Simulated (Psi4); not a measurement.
# InNH4 (SMILES [NH2][InH2]) at SCAN/def2-TZVP (core potential, sweep point 8)

Aim: the vertical electron affinity of InNH4 at SCAN/def2-TZVP (core potential, sweep point 8), from 2 runs. 

The results are computed with Psi4 1.11.

4 further runs of the same task are left out: 4 set aside as unsound or not needed. Runs told in other sessions of the task aren't counted.

## Step 1: The system as given

InNH4: 6 atoms, total charge 0, spin state singlet. As SMILES, `[NH2][InH2]`. The shape is that of a PBE0-D4/def2-TZVP optimisation.

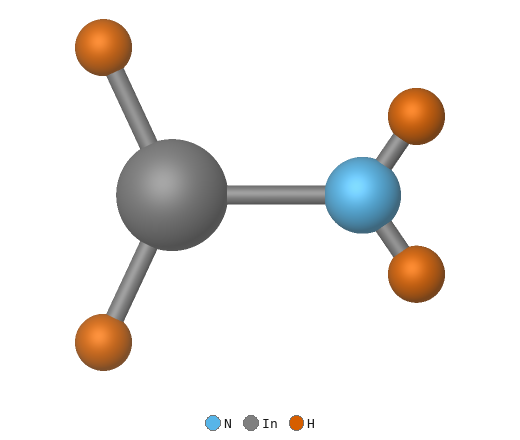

The structure, seen from a chosen angle (nitrogen blue, indium grey, hydrogen orange).

## Step 2: The energy at SCAN/def2-TZVP (core potential, sweep point 8)

The input, h4inn.dat:

```
memory 1.6 GB

molecule m {
  N     -0.092200    -1.060500     0.036600
  In     0.095300     0.935900    -0.048300
  H     -0.598000    -1.552900     0.753400
  H      0.311900    -1.697300    -0.629300
  H      1.012500     1.520500    -1.370700
  H     -0.687400     1.790300     1.212100
  units angstrom
  symmetry c1
}

set {
  basis def2-TZVP
  reference rks
  puream true
  scf_type pk
  dft_radial_points 250
  dft_spherical_points 1202
}

energy_value, wavefunction = energy("scan", return_wfn=True)
```

On the command line:

```sh
$ psi4 -n 1 h4inn.dat h4inn.out
```

h4inn.out, shortened:

```text
[...]
    !!!  WARNING: ECP capability is in beta. Please check occupations closely.  !!!
[...]
  Running in c1 symmetry.
[...]
  Nuclear repulsion =   70.741603805927312
[...]
  Multiplicity = 1
[...]
  Nalpha       = 16
  Nbeta        = 16
[...]
    Number of basis functions: 105
[...]
   @RKS iter   1:  -246.78976417866338   -6.16056e-01   1.06282e-02 ADIIS/DIIS
[...]
   @RKS iter   9:  -247.32304310996710   -2.34828e-08   5.19055e-07 DIIS
[...]
    Orbital Energies [Eh]
    ---------------------
    Doubly Occupied:
       1A    -14.127061     2A     -4.612643     3A     -3.016235
       4A     -3.005093     5A     -3.004077     6A     -0.789589
       7A     -0.702469     8A     -0.694904     9A     -0.694167
      10A     -0.693720    11A     -0.685366    12A     -0.432229
      13A     -0.406060    14A     -0.295325    15A     -0.270488
      16A     -0.216952
[...]
  @RKS Final Energy:  -247.32304310996710
   => Energetics <=
    Nuclear Repulsion Energy =             70.7416038059273120
    One-Electron Energy =                -552.9104834843963090
    Two-Electron Energy =                 259.9874737966950420
    DFT Exchange-Correlation Energy =     -25.1416372281931260
    Empirical Dispersion Energy =           0.0000000000000000
    VV10 Nonlocal Energy =                  0.0000000000000000
    Total Energy =                       -247.3230431099671023
[...]
 Multipole Moments:
 ------------------------------------------------------------------------------------
     Multipole            Electronic (a.u.)      Nuclear  (a.u.)        Total (a.u.)
 ------------------------------------------------------------------------------------
 L = 1.  Multiply by 2.5417464519 to convert [e a0] to [Debye]
 Dipole X            :          1.7561268           -1.7757233           -0.0195965
 Dipole Y            :         18.7310487          -18.9634003           -0.2323516
 Dipole Z            :         -0.7977549            0.8094175            0.0116625
 Magnitude           :                                                    0.2334680
[...]
```

It took 2.7 min on 1 thread of Intel Xeon Platinum 8259CL at 2.50GHz (Skylake/Cascade Lake), shared host; peak memory 0.85 GiB.

## Step 3: The doublet anion

The input, job.in:

```
memory 1600 mb

molecule geom {
  -1 2
  N     -0.092200    -1.060500     0.036600
  In     0.095300     0.935900    -0.048300
  H     -0.598000    -1.552900     0.753400
  H      0.311900    -1.697300    -0.629300
  H      1.012500     1.520500    -1.370700
  H     -0.687400     1.790300     1.212100
  units angstrom
  symmetry c1
}

set basis def2-TZVP
set reference uks
set puream true
set scf_type pk
set dft_radial_points 250
set dft_spherical_points 1202
set maxiter 100

energy("scan")
```

On the command line:

```sh
$ psi4 -i job.in -o job.out -n 1
```

job.out, shortened:

```text
[...]
    !!!  WARNING: ECP capability is in beta. Please check occupations closely.  !!!
[...]
  Running in c1 symmetry.
[...]
  Nuclear repulsion =   70.741603805927312
[...]
  Multiplicity = 2
[...]
  Nalpha       = 17
  Nbeta        = 16
[...]
    Number of basis functions: 105
[...]
   @UKS iter   1:  -246.62246994215872   -4.48762e-01   1.14504e-02 ADIIS/DIIS
[...]
   @UKS iter  11:  -247.31112267779582   -1.06394e-08   5.74684e-07 DIIS
[...]
   @S^2 Observed:                7.547165533E-01
[...]
    Orbital Energies [Eh]
    ---------------------
    Alpha Occupied:
       1A    -13.939800     2A     -4.404514     3A     -2.803282
       4A     -2.799292     5A     -2.798238     6A     -0.608308
       7A     -0.493870     8A     -0.490367     9A     -0.486004
      10A     -0.485113    11A     -0.483526    12A     -0.257526
      13A     -0.217725    14A     -0.109906    15A     -0.084938
      16A     -0.040857    17A      0.084756
    Alpha Virtual:
      18A      0.136732    19A      0.168839    20A      0.173869
      21A      0.206342    22A      0.223814    23A      0.270079
      24A      0.276930    25A      0.280749    26A      0.310072
[...]
  @UKS Final Energy:  -247.31112267779582
   => Energetics <=
    Nuclear Repulsion Energy =             70.7416038059273120
    One-Electron Energy =                -559.1910010021640574
    Two-Electron Energy =                 266.4463195127781319
    DFT Exchange-Correlation Energy =     -25.3080449943371946
    Empirical Dispersion Energy =           0.0000000000000000
    VV10 Nonlocal Energy =                  0.0000000000000000
    Total Energy =                       -247.3111226777958223
  UHF NO Occupations:
  HONO-2 :   15  A 1.9996128
  HONO-1 :   16  A 1.9984011
[...]
 Multipole Moments:
 ------------------------------------------------------------------------------------
     Multipole            Electronic (a.u.)      Nuclear  (a.u.)        Total (a.u.)
 ------------------------------------------------------------------------------------
 L = 1.  Multiply by 2.5417464519 to convert [e a0] to [Debye]
 Dipole X            :          1.7138998           -1.7757233           -0.0618236
 Dipole Y            :         18.2915774          -18.9634003           -0.6718229
 Dipole Z            :         -0.7796584            0.8094175            0.0297591
 Magnitude           :                                                    0.6753175
[...]
```

Run time: 4.9 min. Hardware: 1 thread of Intel Xeon Platinum 8259CL at 2.50GHz (Skylake/Cascade Lake), shared host; peak memory 0.85 GiB.

## Step 4: What came out

Level: SCAN/def2-TZVP (core potential, sweep point 8).

| quantity | value |
| --- | --- |
| singlet InNH4: total energy | -247.32304 Eh |
| singlet InNH4: dipole moment | 0.59 D |
| singlet InNH4: HOMO energy | -5.90 eV |
| singlet InNH4: LUMO energy | -1.52 eV |
| singlet InNH4: HOMO–LUMO gap | 4.38 eV |
| doublet anion: total energy | -247.31112 Eh |
| doublet anion: HOMO energy (highest over α and β) | 2.31 eV |
| doublet anion: LUMO energy (lowest over α and β) | 3.57 eV |
| doublet anion: ⟨S²⟩ | 0.755 |
| vertical electron affinity (to the doublet anion) | -0.324 eV |

In words: The anion lies 0.32 eV (7.5 kcal/mol) above the neutral: the electron isn't bound at this level, and such a value depends on the basis. Without diffuse functions anions come out too high. The HOMO (doublet anion) lies at positive energy, 2.31 eV, from the functional's self-interaction, a short basis or an electron that isn't bound; only total energies against the neutral tell.
